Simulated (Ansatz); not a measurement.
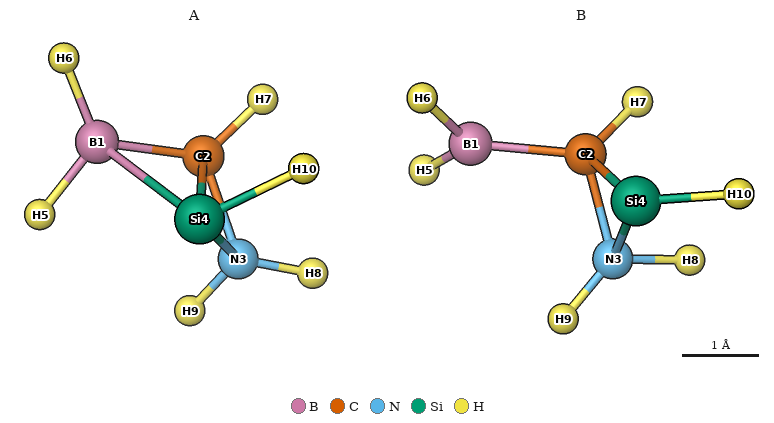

Two geometries of CH6BNSi, drawn at one scale. One is the start of a relaxation, the other its converged end. A ball-and-stick model, seen from a free direction.

Computed with Ansatz 0.2.0, UKS LDA/def2-SVP. Set-up: collinear spin; force threshold 0.02 eV/Å; at most 50 steps.

Which of the two is the end point?

Answer. Structure A is the relaxed one. The run prepares an end point of a later path (hydrogen shift) calculation, from a guessed geometry. The largest move after the best rigid fit is that of H5, 1.32 Å. Largest moves by element: H 1.32 Å, Si 0.70 Å, B 0.30 Å, C 0.28 Å, N 0.21 Å. Among the contacts that change: B1–Si4 2.853 → 2.215 Å, C2–Si4 1.850 → 2.057 Å, Si4–H10 1.399 → 1.540 Å, N3–Si4 1.900 → 1.984 Å. Among the angles between lasting bonds that change: B1–C2–Si4 114.8° → 75.3°, C2–Si4–H10 121.1° → 83.6°, N3–Si4–H10 112.4° → 88.5°. After 15 geometry steps the energy has fallen by 269.6 kJ/mol. The largest force component goes from 3.6 to 0.0045 eV/Å. The run took 19 s on 2 threads of Intel(R) Xeon(R) Platinum 8375C CPU @ 2.90GHz (Ice Lake) (shared host), peak memory 0.18 GiB.
